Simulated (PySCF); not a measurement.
# C$_{3}$H$_{8}$FNSi: core-level calculation

The run: core-level calculation of C$_{3}$H$_{8}$FNSi, SMILES FC[Si@@H]1CCN1. Method and program: delta-SCF UKS SCAN, pcX-2 on the ionised atom, pcseg-1 elsewhere, spin-free X2C (PySCF 2.14.0).

Figures and captions count atoms from 1; the log counts them from 0 in places.

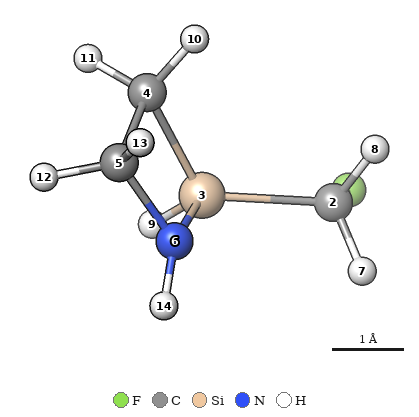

**Figure 1.** The input geometry (ball-and-stick view, seen at a tilt; atoms are numbered from 1 in the order of the input).

## Input
```
{"job": {"kind": "xps"}, "charge": 0, "multiplicity": 1}
F      3.175429    -0.251446    -0.352772
C      2.127837     0.077006     0.485260
Si     0.483435    -0.536403    -0.277459
C     -0.831450     0.662200    -0.977605
C     -1.780476     0.154484     0.114230
N     -0.783964    -0.580430     0.884756
H      2.339653    -0.406012     1.441307
H      2.175517     1.158276     0.626972
H      0.792103    -1.693529    -1.127092
H     -0.623573     1.723339    -0.887346
H     -1.184206     0.467081    -1.983856
H     -2.563907    -0.494715    -0.287598
H     -2.249762     0.939157     0.713250
H     -1.077314    -1.219480     1.605788
```

The first line tells a small driver script what to run in PySCF; the rest is the geometry in Å.

Run as:
```bash
OMP_NUM_THREADS=1 python <driver script> task.json out
```

## Output
```
ground state, core basis on atom 0 (F), 159 functions
  cycle   1  E = -563.68845584  |g| = 7.38e-01
  cycle   2  E = -563.49951905  |g| = 1.23e+00
  cycle   3  E = -563.79458603  |g| = 1.11e-01
  cycle   4  E = -563.79696909  |g| = 4.88e-02
  cycle   5  E = -563.79754635  |g| = 9.76e-03
  cycle   6  E = -563.79756502  |g| = 4.51e-03
  cycle   7  E = -563.79756990  |g| = 1.14e-03
  cycle   8  E = -563.79757058  |g| = 2.72e-04
  E(ground) = -563.83721125 Eh
hole in F 1s of atom 0
  cycle   1  E = -537.46890501  |g| = 2.58e+00
  cycle   2  E = -535.83353718  |g| = 2.57e+00
[... 8 cycles left out ...]
  E(ion) = -538.40454270 Eh   <S^2> = 0.7575   hole on atom = 1.000   binding energy = 692.058 eV
ground state, core basis on atom 1 (C), 159 functions
[... 6 cycles left out ...]
  E(ground) = -563.79267942 Eh
hole in C 1s of atom 1
[... 12 cycles left out ...]
  E(ion) = -553.05473444 Eh   <S^2> = 0.7719   hole on atom = 1.000   binding energy = 292.194 eV
ground state, core basis on atom 2 (Si), 170 functions
[... 6 cycles left out ...]
  E(ground) = -563.84848569 Eh
hole in Si 1s of atom 2
[... 10 cycles left out ...]
  E(ion) = -495.99105040 Eh   <S^2> = 0.7524   hole on atom = 1.000   binding energy = 1846.495 eV
hole in Si 2p of atom 2
[... 9 cycles left out ...]
  E(ion) = -559.92001297 Eh   <S^2> = 0.7523   hole on atom = 1.003   binding energy = 106.899 eV
  2p3/2 = 106.657 eV   2p1/2 = 107.281 eV
ground state, core basis on atom 3 (C), 159 functions
[... 6 cycles left out ...]
  E(ground) = -563.79100549 Eh
hole in C 1s of atom 3
[... 11 cycles left out ...]
  E(ion) = -553.13656649 Eh   <S^2> = 0.7688   hole on atom = 1.000   binding energy = 289.922 eV
ground state, core basis on atom 4 (C), 159 functions
[... 6 cycles left out ...]
  E(ground) = -563.79073689 Eh
hole in C 1s of atom 4
[... 12 cycles left out ...]
  E(ion) = -553.08032453 Eh   <S^2> = 0.7726   hole on atom = 1.000   binding energy = 291.445 eV
ground state, core basis on atom 5 (N), 159 functions
[... 6 cycles left out ...]
  E(ground) = -563.80232527 Eh
hole in N 1s of atom 5
  cycle   1  E = -548.20381456  |g| = 1.87e+00
  cycle   2  E = -547.45583394  |g| = 2.14e+00
  cycle   3  E = -548.85582204  |g| = 4.12e-01
  cycle   4  E = -548.90140259  |g| = 2.00e-01
  cycle   5  E = -548.91418269  |g| = 7.09e-02
  cycle   6  E = -548.91567794  |g| = 1.79e-02
  cycle   7  E = -548.91582367  |g| = 4.98e-03
  cycle   8  E = -548.91583762  |g| = 1.33e-03
  cycle   9  E = -548.91583761  |g| = 5.28e-04
  cycle  10  E = -548.91583959  |g| = 2.06e-04
  E(ion) = -548.95103859 Eh   <S^2> = 0.7654   hole on atom = 1.000   binding energy = 404.124 eV
```

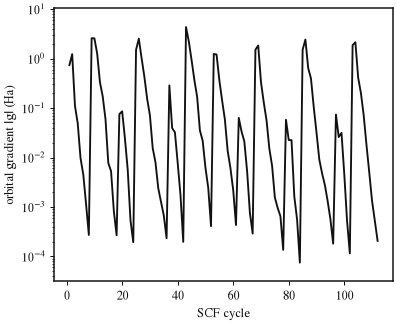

**Figure 2.** Convergence of the self-consistent field: orbital gradient |g| against the SCF cycle. All cycles printed in the log are drawn one after another.

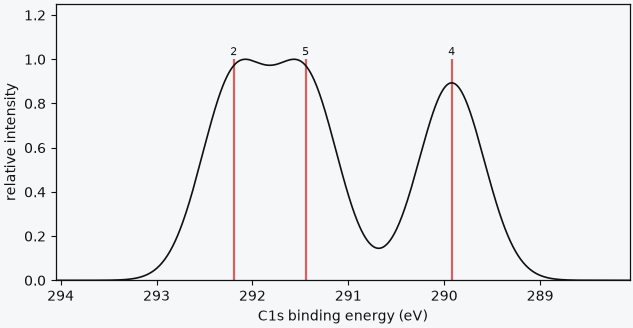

**Figure 3.** C1s binding energies by ΔSCF of the atoms computed, labelled by atom number, with a Gaussian envelope of 0.8 eV full width. They run from 289.92 eV (atom 4) to 292.19 eV (atom 2).

## Summary

| quantity | value |
| --- | --- |
| outcome | converged |
| hardware | 1 CPU thread, shared host |
| wall time | 7.6 min (CPU time 3.7 min; the host was busy) |
| peak memory | 0.6 GiB |
